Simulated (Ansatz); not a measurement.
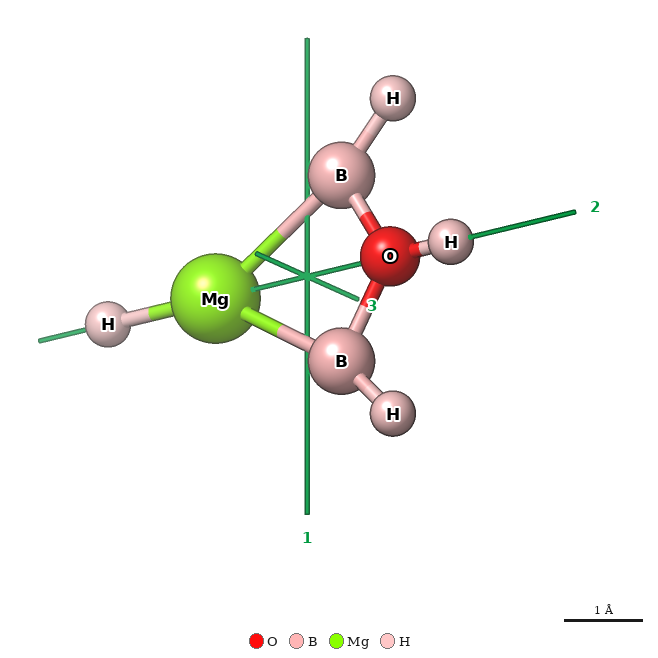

The three principal axes of inertia are drawn and numbered. Depth is shown by fading: the farther an atom, the more it takes the colour of the background. The computed structure is the end point of a PBE0-D4/def2-TZVP optimisation. No frequency run is at hand to confirm it as a minimum. Masses are those of the most abundant isotopes; constants are for the rigid equilibrium geometry.

Which line is the a axis (least moment of inertia), which b and which c?

Answer. a is line 2, b is line 1, c is line 3; the moments are 45.1, 106, 151 u Å².

What kind of rotor is it, and what are its rotational constants in MHz?

Answer. An asymmetric top (C2v): A = 11204, B = 4761, C = 3341 MHz. Ray's parameter κ is −0.64, nearer the prolate limit.
